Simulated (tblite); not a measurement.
## C$_{5}$H$_{13}$Si$_{2}$: frequency calculation

C$_{5}$H$_{13}$Si$_{2}$, multiplicity 2, computed with GFN2-xTB harmonic vibrations, gas phase (tblite 0.8.0).

It belongs to a series of runs on one base structure; here: H removed from Si.

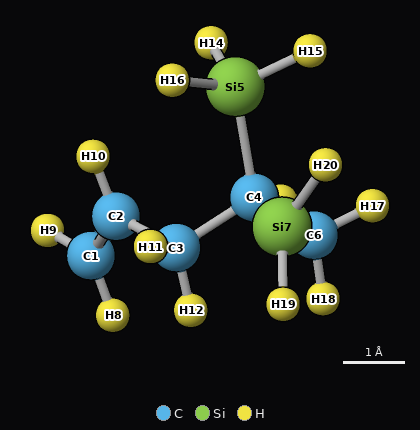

The structure as given in the input (ball-and-stick view, seen at a tilt; atoms are numbered from 1 in the order of the input). Bond lengths as drawn: C–C 1.32 to 1.53 Å, C–H 1.08 to 1.10 Å, C–Si 1.90 to 1.91 Å and H–Si 1.46 to 1.47 Å.

Key numbers

| quantity | value |
| --- | --- |
| outcome | converged |
| total energy | −562.9524 eV |
| zero-point energy | 96.2430 kcal/mol |
| hardware | 1 CPU thread, shared host |
| wall time | 0.88 s |
| peak memory | 0.18 GiB |

Input file
```
{"job": {"kind": "ir", "xc": "GFN2-xTB", "basis": "xTB"}, "charge": 0, "multiplicity": 2}
C     -3.088556    -0.991657     0.101884
C     -2.041488    -0.265049     0.446304
C     -0.626726    -0.730521     0.372958
C      0.202773     0.065127    -0.643108
Si     0.231467     1.938099    -0.264440
C      1.625044    -0.502338    -0.690212
Si     2.636767    -0.206159     0.891603
H     -2.982918    -2.005077    -0.251415
H     -4.094803    -0.612449     0.161440
H     -2.175121     0.749741     0.799378
H     -0.152745    -0.620941     1.357506
H     -0.605635    -1.792800     0.109366
H     -0.258330    -0.086523    -1.627598
H     -0.971152     2.575203    -0.811862
H      1.403016     2.537732    -0.907100
H      0.303578     2.152523     1.182703
H      2.157028    -0.050639    -1.532105
H      1.578079    -1.576468    -0.896527
H      3.229454    -1.428155     1.432255
H      3.625120     0.861030     0.765935
```

The first line tells a small driver script what to run in tblite; the rest is the geometry in Å.

Launched with:
```bash
OMP_NUM_THREADS=1 python <driver script> task.json out
```

The program's output
```
mode    cm-1     km/mol
  1     -62.3      2.46
  2      51.8      0.03
  3      74.2      0.09
  4      79.9      0.18
  5     147.7      0.25
  6     162.3      0.14
  7     217.7      0.41
  8     274.0      0.09
  9     332.6      0.38
 10     416.5      4.03
 11     445.9      8.40
 12     501.4     26.38
 13     522.5     33.96
 14     551.1     59.90
 15     578.7    115.80
 16     629.5     15.23
 17     673.7     20.60
 18     730.1      4.65
 19     759.8    316.53
 20     774.8     96.91
 21     789.3    153.55
 22     791.4    186.14
 23     809.2    267.79
 24     892.4      9.79
 25     922.2      5.97
 26     968.3      1.94
 27    1021.4     18.15
 28    1029.2      1.25
 29    1068.8      0.86
 30    1103.6      8.10
 31    1169.7      1.37
 32    1184.1      2.86
 33    1209.2      6.58
 34    1275.3      0.63
 35    1301.5      3.74
 36    1302.3      1.20
 37    1330.8      1.69
 38    1418.5      4.55
 39    1482.8      0.29
 40    1484.8      0.79
 41    1715.8     21.27
 42    2230.2    437.82
 43    2245.9    320.21
 44    2248.9    111.51
 45    2262.5    213.61
 46    2280.8    540.89
 47    2884.1     22.29
 48    2897.7     85.40
 49    2924.6     43.45
 50    2945.3     51.92
 51    2947.5     40.79
 52    3047.9     46.98
 53    3092.9     28.19
 54    3119.5     54.27
```

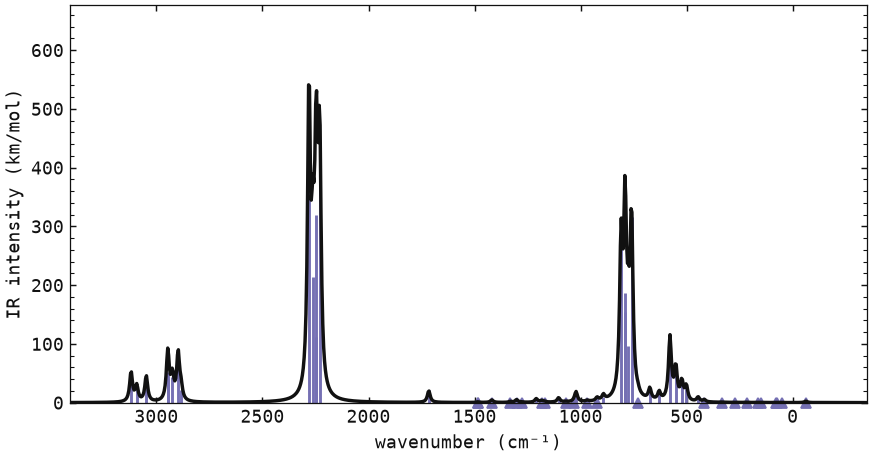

Harmonic infrared spectrum, unscaled: sticks (degenerate modes added up, dark ones marked on the axis) with a Lorentzian envelope of 16 cm⁻¹ full width, scaled to the tallest stick; imaginary modes are drawn at negative wavenumbers. 54 modes from 62i to 3120 cm⁻¹, 1 imaginary beyond 8i (62i cm⁻¹): not a clean minimum; so soft a mode can be a shallow saddle, an incomplete relaxation or noise of the force constants. The strongest line is at 2281 cm⁻¹ (541 km/mol).
